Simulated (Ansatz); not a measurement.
A series of calculations on GeNH₇O₂

Part 1: Relaxation

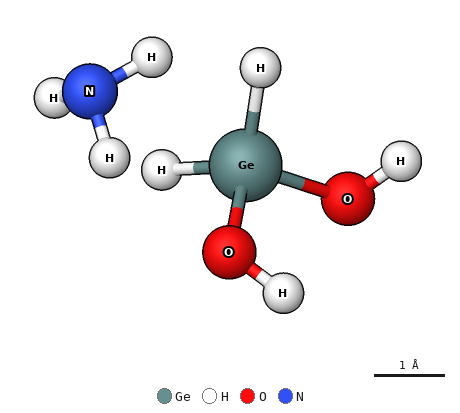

GeNH7O2, before the relaxation. The picture is a ball-and-stick view, seen at a tilt.

The run prepares an end point of a later path (reaction) calculation, from a guessed geometry.

All numbers below come from RKS PBE-D4/def2-SVP in Ansatz 0.2.0.

Input file:
```yaml
crystal:
  periodic: [false, false, false]
  atoms:
    - { symbol: Ge, position_ang: [-0.065113, -0.133637, 0.019136] }
    - { symbol: H, position_ang: [-0.120175, -0.122522, 1.569558] }
    - { symbol: H, position_ang: [1.370027, -0.116725, -0.549267] }
    - { symbol: O, position_ang: [-0.956335, 1.278137, -0.661407] }
    - { symbol: H, position_ang: [-1.784608, 0.991109, -1.088623] }
    - { symbol: O, position_ang: [-0.885674, -1.610259, -0.608249] }
    - { symbol: H, position_ang: [-1.458184, -2.000598, 0.076308] }
    - { symbol: "N", position_ang: [1.037425, 2.394012, 1.458918] }
    - { symbol: H, position_ang: [1.878227, 2.052138, 0.973802] }
    - { symbol: H, position_ang: [0.366167, 2.660897, 0.723705] }
    - { symbol: H, position_ang: [0.620141, 1.556448, 1.91822] }
basis:
  gaussian: { orbitals: def2-SVP }
hamiltonian:
  xc: pbe
  dispersion: d4
relax:
  f_tol: 0.03
  max_steps: 50
output:
  orbitals: {}
```

Run as
```bash
ansatz run input.yaml --threads 4 --pin off --max-ram 5120MiB --backend cpu --events-out ev --progress --plain --runs-dir out
```

Where does the relaxation end?

Answer. The energy falls by 0.159 eV in 14 accepted moves (18 points after the start). Largest force component: 0.64 eV/Å at the start, 0.014 eV/Å at the end. The line search rejected the trial steps at points 5, 10, 13, 17 of the run. The atom that moves furthest after the best rigid fit is H11 (0.66 Å). Largest moves by element: H 0.66 Å, O 0.54 Å, N 0.30 Å, Ge 0.24 Å. Near-neighbour distances that change, for instance: N8–H11 1.042 → 1.029 Å, Ge1–O4 1.803 → 1.810 Å, Ge1–H2 1.551 → 1.546 Å. Among the angles between lasting bonds that change: H2–Ge1–O4 110.7° → 103.4°, H3–Ge1–O6 107.7° → 102.4°, H3–Ge1–O4 108.2° → 112.9°. Groups turn about Ge1–O4 by about 70°, Ge1–O6 by about 35°.

History of the run:

```
step  E − E(0), eV  largest force component, eV/Å      note
   0        0.0000                         0.6437          
   1       -0.0579                         0.4430          
   2       -0.0672                         0.3989          
   3       -0.0716                         0.7101          
   4       -0.1003                         0.3327          
   5       -0.0951                         0.2241  rejected
   6       -0.1062                         0.7392          
   7       -0.1163                         0.3165          
   8       -0.1314                         0.1826          
   9       -0.1367                         0.1351          
  10       -0.1346                         1.0777  rejected
  11       -0.1475                         0.0958          
  12       -0.1521                         0.2123          
  13       -0.1514                         0.6645  rejected
  14       -0.1566                         0.0798          
  15       -0.1568                         0.0994          
  16       -0.1583                         0.0520          
  17       -0.1583                         0.0372  rejected
  18       -0.1585                         0.0144
```

Final geometry:

```xyz
11

Ge   -0.1470   -0.3273    0.1363
H    -0.2172   -0.4430    1.6767
H     1.2576   -0.2043   -0.4971
O    -1.2087    1.0927   -0.2253
H    -1.2488    1.2533   -1.1876
O    -0.8118   -1.7855   -0.6794
H    -1.6834   -2.0223   -0.3096
N     1.0611    2.6375    1.2869
H     1.8268    2.2165    0.7445
H     0.1988    2.4641    0.7481
H     0.9745    2.0674    2.1385
```

The end point in the same view:

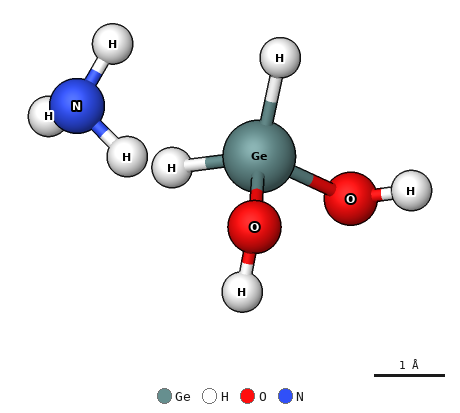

Part 2: Relaxation

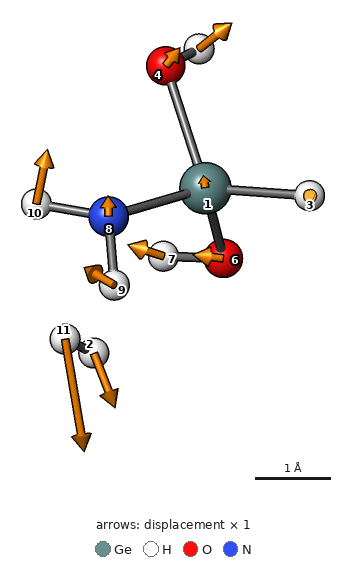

This is a relaxation of GeNH7O2. The starting structure is drawn; orange arrows show the displacements, at their true length. The two geometries are superimposed by the best rigid fit.

The picture is a ball-and-stick view, seen from a free direction.

The run prepares an end point of a later path (reaction) calculation, from a guessed geometry.

Theory: RKS PBE-D4/def2-SVP in Ansatz. (no spin polarisation; force threshold 0.03 eV/Å; at most 50 steps)

Which element moves most?

Hydrogen: up to 1.56 Å, against 0.43 Å for oxygen.

What did the optimiser do to the structure, and how much energy did it gain?

After 23 accepted moves (26 points after the start) the energy has fallen by 38.5 kJ/mol. Largest force component: 1.9 eV/Å at the start, 0.025 eV/Å at the end. The line search rejected the trial steps at points 8, 13, 16 of the run. The atom that moves furthest after the best rigid fit is an H atom (1.56 Å). By element the largest moves are H 1.56 Å, O 0.43 Å, N 0.29 Å, Ge 0.18 Å. Some distances before and after: H–H 0.720 → 0.772 Å, Ge–N 1.877 → 1.833 Å. Bond angles that change, for instance: O–Ge–N 125.0° → 114.9°, H–Ge–N 108.4° → 114.0°, O–Ge–O 105.6° → 110.3°. Groups turn about Ge–O by about 30°, Ge–N by about 25°.

Part 3: Path

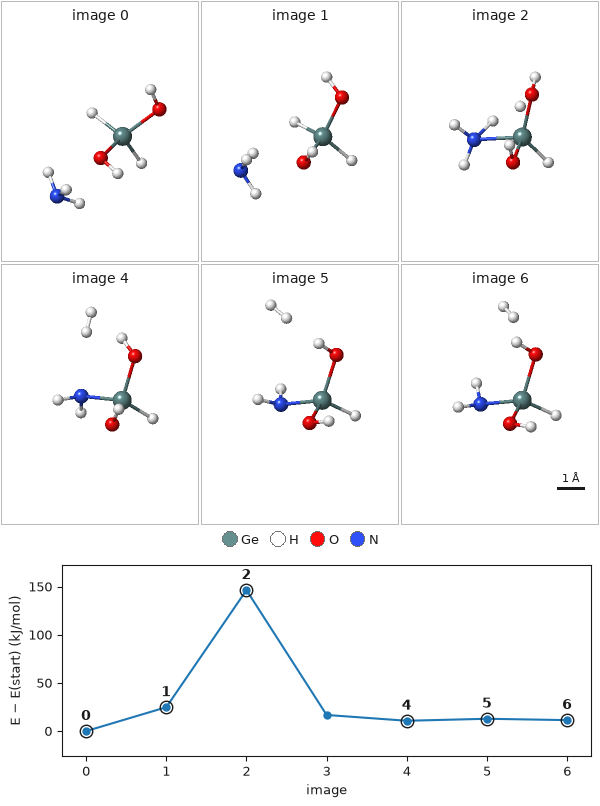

A search for the minimum-energy path of GeNH₇O₂ by the nudged elastic band. Images are numbered from 0 (start) to 6 (end). The picture is a ball-and-stick view, seen from a free direction.

These are results of Ansatz 0.2.0, RKS PBE-D4/def2-SVP, not measurements. Settings: 5 movable images; climbing image; force threshold 0.05 eV/Å; iteration limit 60; starting path through a guess of the saddle point.

Q: Read off the barrier and say what moves.

A: The path has more than one stage, and so few images may leave a stage unresolved. Breaking: Ge–H (1.55 → 3.41 Å), H–N (1.03 → 3.86 Å). Forming: Ge–N (3.40 → 1.83 Å), H–H (2.82 → 0.77 Å). The energy climbs by 146.4 kJ/mol to image 2 and then falls by 135.0 kJ/mol, so the end point sits at +11.4 kJ/mol. The band converged in 32 iterations. The largest component of the band force went from 14 to 0.044 eV/Å. The climbing image converged on the top of the path. Its vibrational analysis gives one imaginary mode (1193i cm⁻¹), as a transition state must have.

The run took 2.5 min on 4 threads of Arm Neoverse V2, with other jobs on the host, peak memory 0.16 GiB.
